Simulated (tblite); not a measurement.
# Geometry relaxation of C$_{6}$H$_{13}$ClOSi (part 2 of 2)

Continued. System: C$_{6}$H$_{13}$ClOSi. Method: GFN2-xTB geometry optimisation, gas phase (tblite 0.8.0). It belongs to a series of runs on one base structure; here: H on Si replaced by OiPr.

Geometry of the input (Å):
```
C  -2.4750  -1.4981  0.3015
C  -1.8371  -0.1888  -0.0551
C  -2.7564  0.9893  0.1380
O  -0.6505  0.0439  0.6811
Si 0.5857  0.1776  -0.5134
C  2.0318  1.1418  0.0326
C  3.3088  0.4419  0.1846
C  3.5408  -0.8325  -0.0288
Cl 5.1323  -1.5374  0.1998
H  -3.3343  -1.6654  -0.4070
H  -2.9182  -1.4212  1.3285
H  -1.8151  -2.3777  0.2094
H  -1.5706  -0.2013  -1.1087
H  -3.8096  0.7055  -0.1347
H  -2.7071  1.4639  1.1240
H  -2.4749  1.7501  -0.6272
H  0.8406  -1.1520  -1.0234
H  -0.0761  0.9567  -1.6048
H  1.8420  1.6688  1.0234
H  2.2177  1.9824  -0.6929
H  4.1741  1.0398  0.5297
H  2.7408  -1.4678  -0.3588
```

Trajectory as extended XYZ, continued:
```
22
Properties=species:S:1:pos:R:3:forces:R:3 step=96 energy=-812.34431
C    -2.2474   -1.3176    0.4064   -0.0100  -0.0540   0.0100
C    -2.0627   -0.0202   -0.3704    0.0450  -0.0120  -0.0290
C    -3.0523    1.0575    0.0673    0.0390  -0.0170  -0.0310
O    -0.7559    0.4506   -0.1404    0.0200   0.0530   0.0020
Si    0.6215    0.2955   -0.9638   -0.0340  -0.0770  -0.0080
C     1.9152    0.8136    0.3398    0.0020  -0.1150  -0.0080
C     3.2631    0.3206   -0.0217    0.0880   0.0170   0.0670
C     3.7474   -0.8267    0.4246   -0.0270  -0.0110  -0.0450
Cl    5.3180   -1.3880   -0.0062    0.0590  -0.0740  -0.0110
H    -3.2572   -1.6914    0.2727   -0.0430  -0.0210   0.0610
H    -2.0518   -1.1401    1.4601   -0.0700  -0.0080   0.0320
H    -1.5441   -2.0676    0.0515   -0.0010   0.0300  -0.0230
H    -2.1971   -0.2330   -1.4387    0.0400   0.0930  -0.0620
H    -4.0719    0.7518   -0.1613    0.0850  -0.0080   0.0940
H    -2.9430    1.2382    1.1341   -0.0770  -0.0370  -0.0100
H    -2.8447    1.9882   -0.4540    0.0310  -0.0120  -0.0450
H     0.8843   -1.0885   -1.3919   -0.0390   0.0810   0.0160
H     0.6255    1.1626   -2.1474    0.0280  -0.0060   0.0030
H     1.6265    0.3802    1.2974   -0.0620   0.0850   0.0010
H     1.9505    1.8936    0.4435   -0.0850   0.0620   0.0280
H     3.8639    0.9459   -0.6699   -0.0740  -0.0730   0.0000
H     3.2015   -1.5061    1.0657    0.0840   0.1030  -0.0420
22
Properties=species:S:1:pos:R:3:forces:R:3 step=119 energy=-812.37422
C    -2.2989   -1.3242    0.3594   -0.0050   0.0030  -0.0040
C    -2.0558   -0.0011   -0.3593   -0.0040   0.0040  -0.0030
C    -3.0630    1.0627    0.0609   -0.0010   0.0070   0.0050
O    -0.7594    0.4535   -0.0439   -0.0050  -0.0030  -0.0170
Si    0.6044    0.2862   -0.8883   -0.0060  -0.0060  -0.0080
C     1.9407    0.7851    0.3744    0.0040  -0.0150  -0.0060
C     3.2546    0.2742   -0.0777    0.0110  -0.0160  -0.0090
C     3.8530   -0.7735    0.4623    0.0050   0.0030   0.0260
Cl    5.3492   -1.4053   -0.1220   -0.0060   0.0150   0.0000
H    -3.2800   -1.7181    0.1105   -0.0060   0.0050  -0.0010
H    -2.2357   -1.1734    1.4343   -0.0030  -0.0020  -0.0070
H    -1.5397   -2.0440    0.0649   -0.0090  -0.0100  -0.0040
H    -2.1273   -0.1581   -1.4439    0.0090  -0.0080   0.0010
H    -4.0719    0.7306   -0.1679    0.0000   0.0070   0.0130
H    -2.9777    1.2466    1.1285   -0.0090   0.0020   0.0050
H    -2.8682    1.9918   -0.4681    0.0150   0.0000   0.0000
H     0.8077   -1.0905   -1.3567    0.0080   0.0080   0.0250
H     0.6251    1.1674   -2.0630   -0.0090  -0.0010   0.0010
H     1.6950    0.3838    1.3561    0.0020  -0.0110   0.0020
H     1.9816    1.8695    0.4576   -0.0130   0.0150  -0.0060
H     3.6977    0.7747   -0.9267    0.0030  -0.0060   0.0120
H     3.4582   -1.3186    1.3062    0.0180   0.0120  -0.0240
22
Properties=species:S:1:pos:R:3:forces:R:3 step=143 energy=-812.38485
C    -2.4366   -1.3332    0.2870   -0.0040  -0.0170   0.0010
C    -2.0817    0.0038   -0.3550   -0.0030  -0.0310   0.0040
C    -3.0203    1.1210    0.0904    0.0080  -0.0230   0.0280
O    -0.7631    0.3428    0.0119   -0.0330   0.0450  -0.0180
Si    0.5930    0.1530   -0.8404    0.0020  -0.0150   0.0130
C     1.9448    0.7214    0.3764   -0.0020   0.0200  -0.0260
C     3.2744    0.2897   -0.1136    0.0070  -0.0740   0.0280
C     3.9982   -0.6426    0.4829    0.0010   0.0260  -0.0370
Cl    5.5195   -1.1860   -0.1252   -0.0110   0.0200  -0.0100
H    -3.4476   -1.6304    0.0209    0.0110   0.0260   0.0160
H    -2.3555   -1.2518    1.3684   -0.0200  -0.0120  -0.0190
H    -1.7420   -2.0956   -0.0585   -0.0140   0.0090   0.0250
H    -2.1357   -0.1029   -1.4466    0.0070   0.0340  -0.0080
H    -4.0478    0.8652   -0.1533    0.0130   0.0150  -0.0440
H    -2.9425    1.2625    1.1643    0.0370  -0.0060   0.0420
H    -2.7550    2.0543   -0.4003   -0.0010  -0.0370  -0.0080
H     0.8238   -1.2401   -1.2392   -0.0080  -0.0220   0.0050
H     0.5485    0.9673   -2.0620    0.0570   0.0150   0.0100
H     1.7601    0.3100    1.3684   -0.0090   0.0120  -0.0290
H     1.9286    1.8079    0.4585   -0.0240  -0.0020  -0.0070
H     3.6257    0.7462   -1.0278   -0.0060   0.0160   0.0230
H     3.7008   -1.1430    1.3904   -0.0050   0.0020   0.0100
22
Properties=species:S:1:pos:R:3:forces:R:3 step=167 energy=-812.39519
C    -2.5554   -1.3241    0.2256   -0.0070  -0.0050   0.0070
C    -2.1050    0.0048   -0.3701    0.0040   0.0030   0.0000
C    -2.9506    1.1660    0.1401   -0.0020   0.0070   0.0100
O    -0.7668    0.2499   -0.0084    0.0120   0.0180   0.0010
Si    0.5953   -0.0211   -0.8260    0.0110  -0.0060   0.0010
C     1.9151    0.6446    0.3741   -0.0010   0.0000  -0.0070
C     3.2723    0.3224   -0.1208   -0.0030  -0.0140   0.0060
C     4.0996   -0.5086    0.4889    0.0030   0.0110  -0.0010
Cl    5.6643   -0.8896   -0.1319   -0.0060  -0.0100  -0.0070
H    -3.5990   -1.5078   -0.0132    0.0000  -0.0120  -0.0100
H    -2.4373   -1.2960    1.3058    0.0020  -0.0100   0.0010
H    -1.9499   -2.1351   -0.1712    0.0000   0.0140   0.0050
H    -2.1765   -0.0463   -1.4646   -0.0010   0.0000  -0.0120
H    -3.9915    1.0273   -0.1370   -0.0050   0.0020  -0.0090
H    -2.8731    1.2255    1.2222   -0.0040   0.0010   0.0190
H    -2.5888    2.0989   -0.2834   -0.0090   0.0070  -0.0100
H     0.8037   -1.4430   -1.1207    0.0100  -0.0030   0.0060
H     0.6153    0.7192   -2.0948    0.0010  -0.0120   0.0000
H     1.7686    0.2301    1.3703    0.0020  -0.0070  -0.0030
H     1.8097    1.7274    0.4482   -0.0060  -0.0030   0.0000
H     3.5664    0.7875   -1.0503    0.0010   0.0200  -0.0020
H     3.8731   -1.0125    1.4149   -0.0030  -0.0020   0.0040
22
Properties=species:S:1:pos:R:3:forces:R:3 step=191 energy=-812.40055
C    -2.5452   -1.3064    0.1744    0.0010   0.0180  -0.0020
C    -2.1065    0.0437   -0.3842    0.0150  -0.0040   0.0040
C    -2.9608    1.1844    0.1597    0.0060  -0.0060  -0.0010
O    -0.7690    0.2979   -0.0233   -0.0330  -0.0050  -0.0030
Si    0.6067   -0.1101   -0.7570    0.0050   0.0120   0.0150
C     1.9102    0.6541    0.4013   -0.0060  -0.0010  -0.0050
C     3.2661    0.3724   -0.1188   -0.0020  -0.0200   0.0080
C     4.0952   -0.4971    0.4326   -0.0050   0.0160  -0.0100
Cl    5.6497   -0.8517   -0.2274   -0.0010  -0.0040   0.0030
H    -3.5692   -1.5210   -0.1189    0.0060   0.0100   0.0030
H    -2.4809   -1.2916    1.2595    0.0060  -0.0080  -0.0060
H    -1.8959   -2.0921   -0.2032   -0.0020   0.0130  -0.0020
H    -2.1804    0.0207   -1.4810    0.0080  -0.0010   0.0230
H    -4.0031    1.0352   -0.1062   -0.0060   0.0040  -0.0070
H    -2.8700    1.2281    1.2419   -0.0010  -0.0180   0.0050
H    -2.6181    2.1300   -0.2515   -0.0110   0.0030  -0.0130
H     0.8032   -1.5595   -0.8634   -0.0080  -0.0150  -0.0010
H     0.6810    0.4640   -2.1055   -0.0010   0.0000  -0.0100
H     1.8007    0.2500    1.4063   -0.0030  -0.0020   0.0010
H     1.7550    1.7311    0.4566    0.0060   0.0040  -0.0020
H     3.5502    0.8918   -1.0224    0.0120   0.0030   0.0040
H     3.8708   -1.0545    1.3283    0.0140   0.0040  -0.0040
22
Properties=species:S:1:pos:R:3:forces:R:3 step=215 energy=-812.40190
C    -2.5496   -1.2929    0.1417    0.0030   0.0060  -0.0020
C    -2.1090    0.0656   -0.3919    0.0020   0.0060   0.0020
C    -2.9707    1.1948    0.1631   -0.0050   0.0000   0.0020
O    -0.7747    0.3174   -0.0207    0.0010   0.0000   0.0020
Si    0.6002   -0.1563   -0.7165   -0.0010  -0.0070   0.0020
C     1.9115    0.6332    0.4148    0.0020   0.0020   0.0030
C     3.2638    0.3716   -0.1255    0.0000  -0.0050  -0.0010
C     4.1255   -0.4669    0.4233   -0.0020   0.0060   0.0000
Cl    5.6738   -0.7937   -0.2645    0.0060  -0.0030   0.0010
H    -3.5837   -1.4860   -0.1293    0.0000  -0.0010   0.0020
H    -2.4545   -1.3093    1.2243   -0.0040   0.0010  -0.0010
H    -1.9205   -2.0748   -0.2746    0.0010  -0.0050  -0.0040
H    -2.1746    0.0599   -1.4889   -0.0030  -0.0050   0.0030
H    -4.0101    1.0461   -0.1152   -0.0040   0.0040  -0.0010
H    -2.8896    1.2185    1.2467   -0.0020  -0.0010  -0.0010
H    -2.6303    2.1489   -0.2309   -0.0010  -0.0050   0.0040
H     0.7641   -1.6146   -0.7486    0.0010   0.0060  -0.0020
H     0.6938    0.3465   -2.0924    0.0050  -0.0020  -0.0020
H     1.8256    0.2338    1.4241    0.0000  -0.0030  -0.0020
H     1.7406    1.7079    0.4671    0.0030   0.0080  -0.0040
H     3.5210    0.8837   -1.0415    0.0000  -0.0010   0.0020
H     3.9368   -1.0140    1.3332    0.0000  -0.0010  -0.0010
```

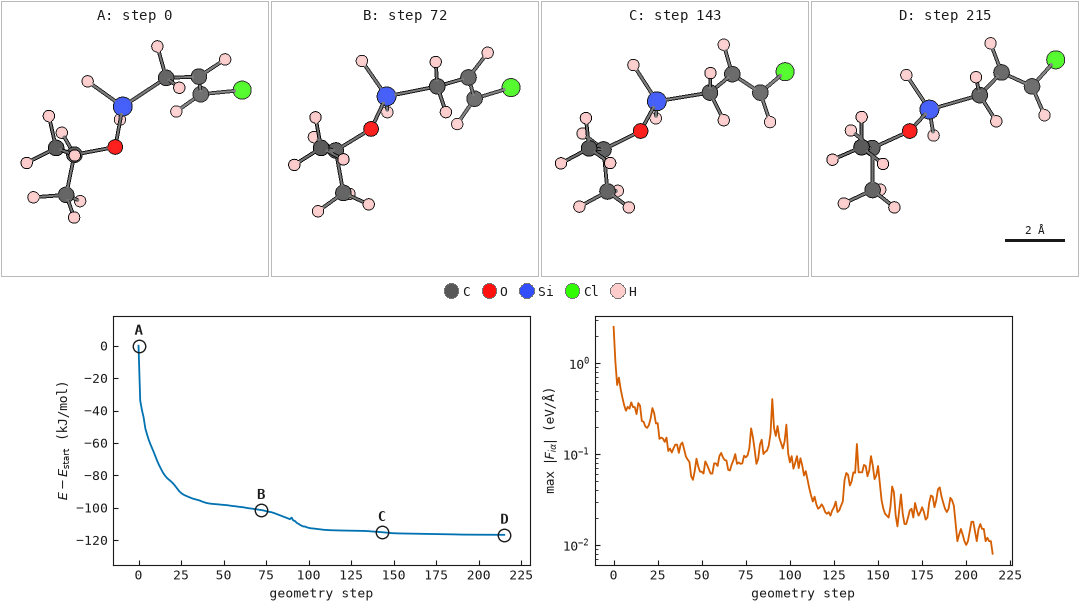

Figure 1. Frames of the relaxation (ball-and-stick view, seen at a tilt) above the curves, on which the letters mark them (steps are counted from 0).

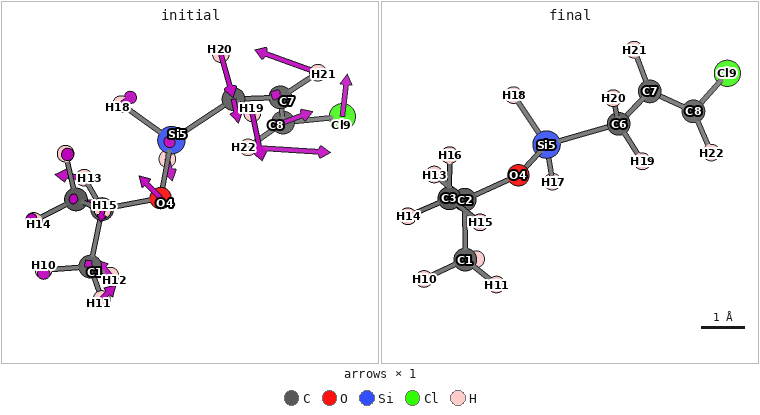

Figure 2. Before (left) and after (right) the relaxation, at one scale (ball-and-stick view, seen at a tilt). The pink arrows give the displacements, at true length. The largest move after the best rigid fit is that of H22, 2.13 Å. Largest moves by element: H 2.13 Å, Cl 1.04 Å, C 0.82 Å, O 0.76 Å, Si 0.41 Å. Among the contacts that change: O4–Si5 1.724 → 1.612 Å, Si5–C6 1.822 → 1.903 Å, C6–H19 1.138 → 1.089 Å, C1–H10 1.126 → 1.086 Å. Among the angles that change: C2–O4–Si5 104.7° → 129.9°, O4–Si5–C6 113.7° → 102.1°, Si5–C6–C7 118.1° → 109.8°. The energy falls by 116.7 kJ/mol in 215 geometry steps. The largest force component goes from 2.5 to 0.008 eV/Å. (Atoms are counted from 1 in the order of the input.)

Key numbers:

```json
{"quantity": "outcome", "value": "converged"}
{"quantity": "total energy", "value": "−812.4019 eV"}
{"quantity": "hardware", "value": "1 CPU thread, shared host"}
{"quantity": "wall time", "value": "2.7 s"}
{"quantity": "peak memory", "value": "0.18 GiB"}
```
